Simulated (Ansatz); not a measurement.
# CH₆F₂GeOSi: small, medium and large basis sets

How large a basis does CH₆F₂GeOSi need? Two functionals are run in growing sets.

The runs use Ansatz 0.2.0, Gaussian basis; one geometry, several basis sets.

Plan: PBE0-D4/def2-SVP; ωB97M-V/def2-SVP; PBE0-D4/def2-QZVPP; ωB97M-V/def2-QZVPP; the functionals' def2-TZVPP values are taken from earlier runs.

## 1. The geometry

The geometry comes from an earlier relaxation with PBE0-D4 in a triple-zeta def2 set; it is a stationary point, not always the lowest conformer.

SMILES `CO[Si](F)(F)[GeH3]`, 12 atoms, charge 0, spin multiplicity 1.

Atoms are counted from 1 here; the program's logs count them from 0.

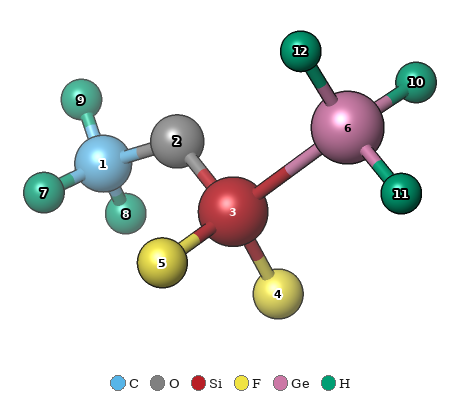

The structure; carbon blue, oxygen grey, silicon red, fluorine yellow, germanium pink, hydrogen teal; atoms are numbered from 1 in the order of the file.

## 2. PBE0-D4 in def2-SVP

in.yaml reads:

```yaml
crystal:
  periodic: [false, false, false]
  atoms:
    - {symbol: C, position_ang: [-0.783059, -2.159008, 0.379255]}
    - {symbol: O, position_ang: [-0.668915, -0.776291, 0.090768]}
    - {symbol: Si, position_ang: [0.679908, 0.108009, 0.055413]}
    - {symbol: F, position_ang: [1.712906, -0.512859, -0.985951]}
    - {symbol: F, position_ang: [1.429755, 0.015470, 1.457634]}
    - {symbol: Ge, position_ang: [0.136050, 2.341258, -0.490971]}
    - {symbol: H, position_ang: [-0.412559, -2.380421, 1.383610]}
    - {symbol: H, position_ang: [-0.227241, -2.756498, -0.348104]}
    - {symbol: H, position_ang: [-1.838437, -2.425758, 0.324314]}
    - {symbol: H, position_ang: [-0.538738, 2.385185, -1.868108]}
    - {symbol: H, position_ang: [1.410719, 3.195064, -0.526117]}
    - {symbol: H, position_ang: [-0.823590, 2.910451, 0.562057]}
basis:
  gaussian: {orbitals: def2-SVP}
hamiltonian: {xc: pbe0, dispersion: d4}
output: {orbitals: {seedname: orbitals}}
```

Launch:

```bash
ansatz run in.yaml --threads 4 --pin off --events-out ev --progress --plain --max-ram 11315MiB
```

Standard output:

```text
Functional definition: PBE0
  name "PBE0"
  cite "Adamo & Barone, J. Chem. Phys. 110, 6158 (1999) doi:10.1063/1.478522"
  cite "Perdew, Burke & Ernzerhof, Phys. Rev. Lett. 77, 3865 (1996) doi:10.1103/PhysRevLett.77.3865"
  parent pbe
  parameter a = 0.25
  parameter kappa = 0.804
  parameter beta = 0.06672455060314922
  exchange = (1 - a)*pbe_x(kappa = kappa, mu = beta*pi^2/3) + a*exact_x
  correlation = pbe_c(beta = beta)
1316 factors; integrals over basis functions are off by at most 1.5e-3 eV
mean field evaluation 1: about -72974.9432 eV, gradient 5.5e1 eV
mean field evaluation 2: about -72970.4369 eV, gradient 7.6e1 eV
mean field evaluation 4: about -72980.1840 eV, gradient 2.9e0 eV
mean field evaluation 8: about -72980.2756 eV, gradient 2.1e-1 eV
mean field evaluation 16: about -72980.2757 eV, gradient 2.8e-5 eV
mean field -72980.27567693 eV, -2681.9756633197 hartree, gradient 2.8e-5 eV, S^2 0.000000; 0 other end points of the search recorded, 0 dependent functions left out
reference -72980.27570828 eV, -2681.9756644716 hartree; 42, 42 occupied and 94, 94 virtual orbitals, 1316 factors
Total energy: -72980.50672263 eV, -2681.9841540925 hartree
```

Run time: 2.2 s. Hardware: 4 threads of Arm Neoverse V1, shared host.

## 3. ωB97M-V in def2-SVP

Changes to in.yaml since step 2:

```diff
@@ -17,3 +17,3 @@
   gaussian: {orbitals: def2-SVP}
-hamiltonian: {xc: pbe0, dispersion: d4}
+hamiltonian: {xc: {name: wB97M-V}}
 output: {orbitals: {seedname: orbitals}}
```

The command is unchanged.

Standard output, cut to the lines that bear on the results:

```text
Functional definition: wB97M-V
  name "wB97M-V"
  cite "Mardirossian & Head-Gordon, J. Chem. Phys. 144, 214110 (2016) doi:10.1063/1.4952647"
  cite "Becke, J. Chem. Phys. 107, 8554 (1997) doi:10.1063/1.475007"
  cite "Vydrov & Van Voorhis, J. Chem. Phys. 133, 244103 (2010) doi:10.1063/1.3521275"
  # Of w^i u^j: cxij and so on, Table III.
[...]
  gx(w, u) = 1 - cx + cx01*u + cx10*w
  gss(w, u) = css00 + css04*u^4 + css10*w + css20*w^2 + css43*w^4*u^3
  gos(w, u) = cos00 + cos10*w + (cos20 + cos21*u)*w^2 + (cos60 + cos61*u)*w^6
[...]
      + integral(e_c_pw_mod_opposite_spin*gos(b97_w_opposite, b97_u_opposite)) + vv10(b, c)
1316 factors; integrals over basis functions are off by at most 1.5e-3 eV
364 factors; integrals over basis functions are off by at most 8.0e-6 eV
[...]
mean field -72992.95035991 eV, -2682.4414493280 hartree, gradient 1.3e-5 eV, S^2 0.000000; 0 other end points of the search recorded, 0 dependent functions left out
reference -72992.95040829 eV, -2682.4414511060 hartree; 42, 42 occupied and 94, 94 virtual orbitals, 1316 factors
Total energy: -72992.95040829 eV, -2682.4414511060 hartree
```

Wall time 8.5 s (4 threads of Arm Neoverse V1, shared host).

## 4. PBE0-D4 in def2-QZVPP

Changes to in.yaml since step 3:

```diff
@@ -16,4 +16,4 @@
 basis:
-  gaussian: {orbitals: def2-SVP}
-hamiltonian: {xc: {name: wB97M-V}}
+  gaussian: {orbitals: "def2-QZVPP.json"}
+hamiltonian: {xc: pbe0, dispersion: d4}
 output: {orbitals: {seedname: orbitals}}
```

Launched as before.

Standard output:

```text
Functional definition: PBE0
  name "PBE0"
  cite "Adamo & Barone, J. Chem. Phys. 110, 6158 (1999) doi:10.1063/1.478522"
  cite "Perdew, Burke & Ernzerhof, Phys. Rev. Lett. 77, 3865 (1996) doi:10.1103/PhysRevLett.77.3865"
  parent pbe
  parameter a = 0.25
  parameter kappa = 0.804
  parameter beta = 0.06672455060314922
  exchange = (1 - a)*pbe_x(kappa = kappa, mu = beta*pi^2/3) + a*exact_x
  correlation = pbe_c(beta = beta)
2036 factors; their error is unknown
mean field evaluation 1: about -72996.1249 eV, gradient 6.6e1 eV
mean field evaluation 2: about -72988.6291 eV, gradient 9.6e1 eV
mean field evaluation 4: about -73003.0101 eV, gradient 4.5e0 eV
mean field evaluation 8: about -73003.1897 eV, gradient 4.9e-1 eV
mean field evaluation 16: about -73003.1898 eV, gradient 8.5e-5 eV
mean field -73003.18982191 eV, -2682.8177426158 hartree, gradient 8.5e-5 eV, S^2 0.000000; 0 other end points of the search recorded, 0 dependent functions left out
reference -73003.18986837 eV, -2682.8177443231 hartree; 42, 42 occupied and 525, 525 virtual orbitals, 2036 factors
Total energy: -73003.42088272 eV, -2682.8262339440 hartree
```

Run time: 19 s. Hardware: 4 threads of Arm Neoverse V1, shared host; peak memory 2.9 GiB.

## 5. ωB97M-V in def2-QZVPP

Changes to in.yaml since step 4:

```diff
@@ -17,3 +17,3 @@
   gaussian: {orbitals: "def2-QZVPP.json"}
-hamiltonian: {xc: pbe0, dispersion: d4}
+hamiltonian: {xc: {name: wB97M-V}}
 output: {orbitals: {seedname: orbitals}}
```

Launched as before.

Standard output, cut to the lines that bear on the results:

```text
Functional definition: wB97M-V
  name "wB97M-V"
  cite "Mardirossian & Head-Gordon, J. Chem. Phys. 144, 214110 (2016) doi:10.1063/1.4952647"
  cite "Becke, J. Chem. Phys. 107, 8554 (1997) doi:10.1063/1.475007"
  cite "Vydrov & Van Voorhis, J. Chem. Phys. 133, 244103 (2010) doi:10.1063/1.3521275"
  # Of w^i u^j: cxij and so on, Table III.
[...]
  gx(w, u) = 1 - cx + cx01*u + cx10*w
  gss(w, u) = css00 + css04*u^4 + css10*w + css20*w^2 + css43*w^4*u^3
  gos(w, u) = cos00 + cos10*w + (cos20 + cos21*u)*w^2 + (cos60 + cos61*u)*w^6
[...]
      + integral(e_c_pw_mod_opposite_spin*gos(b97_w_opposite, b97_u_opposite)) + vv10(b, c)
2004 factors; their error is unknown
435 factors; integrals over basis functions are off by at most 6.8e-6 eV
[...]
mean field -73016.02466428 eV, -2683.2894143733 hartree, gradient 3.7e-5 eV, S^2 0.000000; 0 other end points of the search recorded, 0 dependent functions left out
reference -73016.02473791 eV, -2683.2894170790 hartree; 42, 42 occupied and 525, 525 virtual orbitals, 2004 factors
Total energy: -73016.02473791 eV, -2683.2894170790 hartree
```

Run time: 39 s. Hardware: 4 threads of Arm Neoverse V1, shared host; peak memory 3 GiB.

## 6. Functionals by basis

The def2-TZVPP values come from earlier runs at the same geometry.

| functional | basis | functions | energy (eV) | from the largest (eV) | HOMO (eV) | LUMO (eV) |
| --- | --- | --- | --- | --- | --- | --- |
| PBE0-D4 | def2-SVP | 136 | -72980.5067 | 22.914 | -8.78 | 0.51 |
| PBE0-D4 | def2-TZVPP | 298 | -73001.4235 | 1.997 | -8.85 | 0.31 |
| PBE0-D4 | def2-QZVPP | 567 | -73003.4209 | 0.000 | -8.87 | 0.21 |
| ωB97M-V | def2-SVP | 136 | -72992.9504 | 23.074 | -10.83 | 2.42 |
| ωB97M-V | def2-TZVPP | 298 | -73014.0990 | 1.926 | -10.93 | 2.14 |
| ωB97M-V | def2-QZVPP | 567 | -73016.0247 | 0.000 | -10.95 | 1.70 |

## 7. Outcome

| quantity | value |
| --- | --- |
| PBE0-D4: double and triple zeta above quadruple | 22.91, 2.00 eV |
| ωB97M-V: double and triple zeta above quadruple | 23.07, 1.93 eV |

What this shows: For PBE0-D4 the step from double to triple zeta gains 20.92 eV and the next only 2.00 eV. Total energies overstate the basis error of differences, where much of it tends to cancel. The LUMO of ωB97M-V is positive and keeps falling with the basis (2.42 to 1.70 eV): an unbound level that the basis holds in place.

For PBE0-D4 the largest set took about 9 times as long as the smallest (19 s against 2.2 s).
